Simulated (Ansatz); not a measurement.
## Electronic structure of F$_{2}$GeH$_{5}$NSi in real space

```yaml
atoms:
  - { symbol: F, position_ang: [2.0462, -2.6491, -0.0265] }
  - { symbol: F, position_ang: [0.0343, -3.4402, -1.4284] }
  - { symbol: Ge, position_ang: [-0.6348, -0.3757, -2.1798] }
  - { symbol: N, position_ang: [-0.1142, -0.9791, -0.5041] }
  - { symbol: Si, position_ang: [0.4382, -2.5415, -0.1459] }
  - { symbol: H, position_ang: [-0.1073, -3.1299, 1.0935] }
  - { symbol: H, position_ang: [-0.1248, -0.2786, 0.2301] }
  - { symbol: H, position_ang: [-0.7908, 1.1470, -2.0353] }
  - { symbol: H, position_ang: [-1.9730, -1.0181, -2.5792] }
  - { symbol: H, position_ang: [0.4478, -0.7199, -3.2132] }
```

Geometry: PBE0-D3(BJ)/def2-SVP.

These are results of Ansatz, isolated molecule in a Gaussian basis; Kohn-Sham density functional theory, functional PBE0, not measurements.

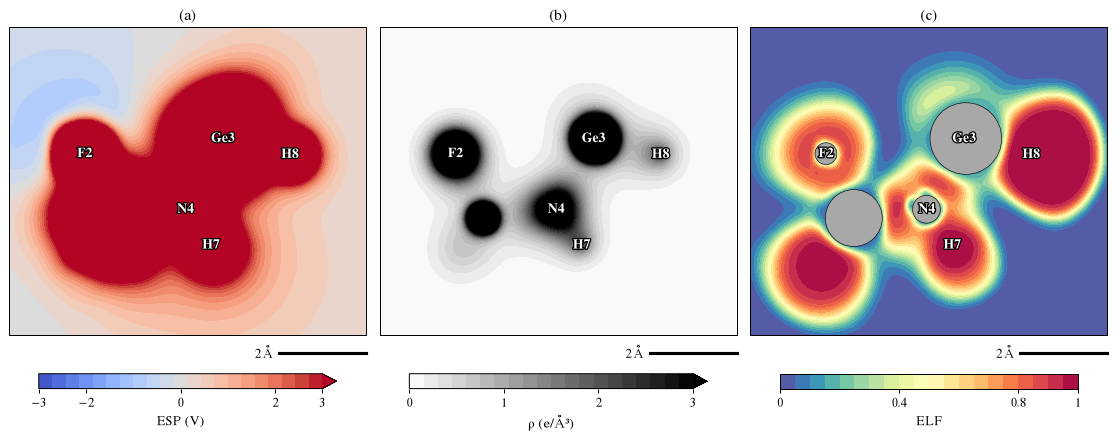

Figure 1. (a) electrostatic potential; (b) total electron density; (c) electron localisation function on the plane of atoms N4, Ge3 and H8. Grey discs cover the atomic cores in the ELF map.

Describe what can be read from this map.

The section cuts through F, Ge, N and H sites.
Ge–N (1.86 Å): the density is about 0.92 e/Å³ at the midpoint; the ELF peaks at about 0.85 in the valence shell of N, 0.6 Å from its nucleus, and is about 0.50 at the midpoint.
N–H (1.01 Å): ρ at the midpoint is about 2.8 e/Å³; the ELF climbs to about 1 towards the hydrogen, as it does in any bond to H: an ordinary covalent bond to hydrogen.
Ge–H (1.54 Å): ρ is about 1.1 e/Å³ halfway; the ELF climbs to about 1 towards the hydrogen.
The ELF also peaks beside F2, away from the bonds: lone-pair regions.
Outside the dense part of the molecule the potential is most negative (−1.0 V) near F2.

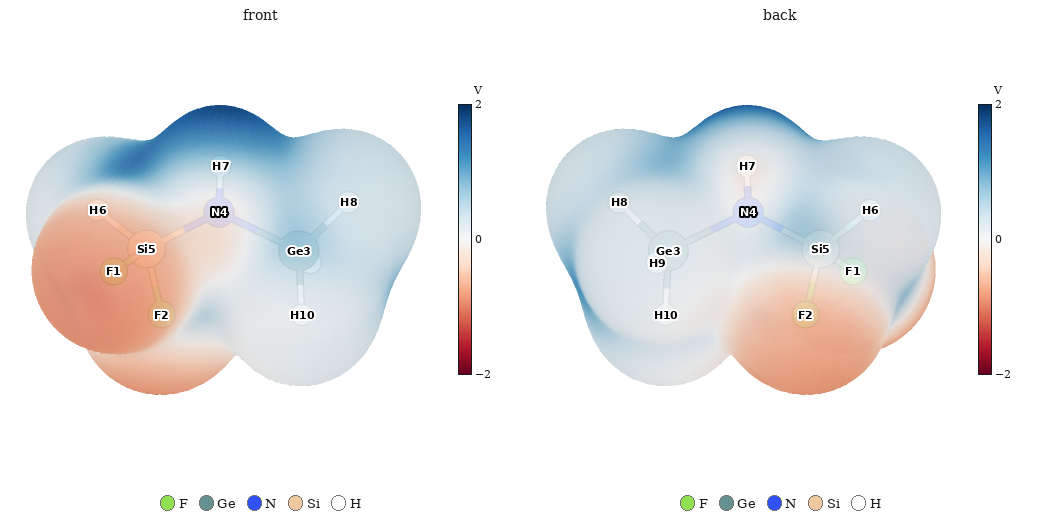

Figure 2. The molecular electrostatic potential painted on the density surface at 0.001 e/bohr³, seen from the front and from behind; red is negative and blue positive.

Where is the surface potential most negative and most positive?

The most negative region (about −1.0 V) lies over F1, the most positive (about +1.8 V) over H7.

How polar is the molecule by this calculation?

Its dipole moment is 2.61 D.

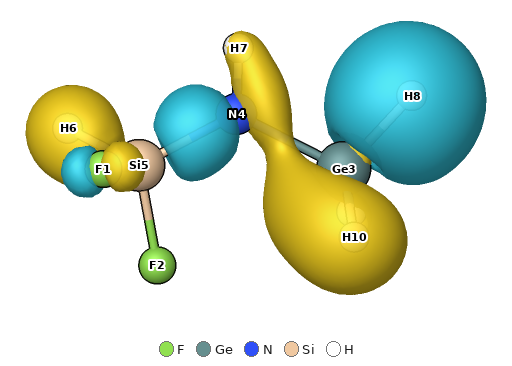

Figure 3. The HOMO−1 at ±0.1 Å⁻³ᐟ² (yellow and cyan are the two phases), seen across its widest extent.

Where does this orbital lie, and at what energy?

By Hirshfeld shares it lies mainly on Ge3 (about 35 %), H8 (about 30 %), H10 (about 10 %) and N4 (about 10 %). Its energy is −9.78 eV.

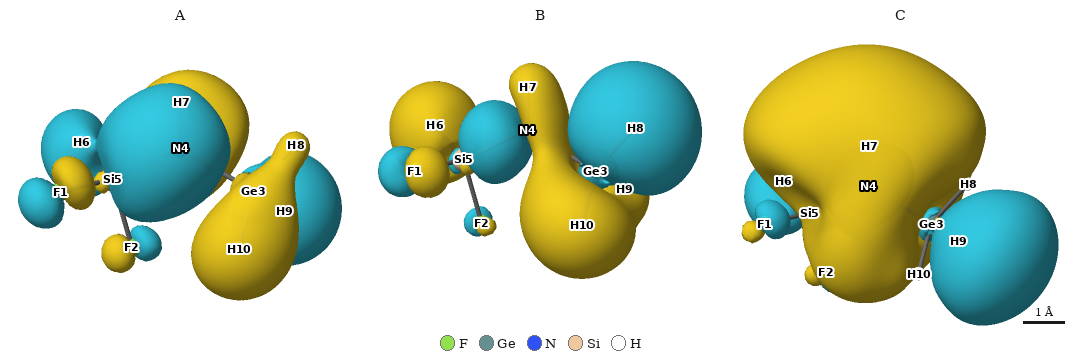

Figure 4. Three frontier orbitals at ±0.05 Å⁻³ᐟ² (yellow and cyan are the two phases), in no order.

Which picture is the HOMO−1, the HOMO and the LUMO?

B is the HOMO−1 (−9.78 eV). It lies mainly on Ge3 (about 35 %), H8 (about 30 %), H10 (about 10 %) and N4 (about 10 %). A is the HOMO (−8.04 eV). It lies mainly on N4 (about 55 %), Ge3 (about 10 %) and H9 (about 10 %). C is the LUMO (−0.23 eV). It lies mainly on Ge3 (about 35 %), H7 (about 20 %), Si5 (about 15 %) and N4 (about 10 %).

What is the HOMO–LUMO gap?

7.81 eV between the orbital energies.
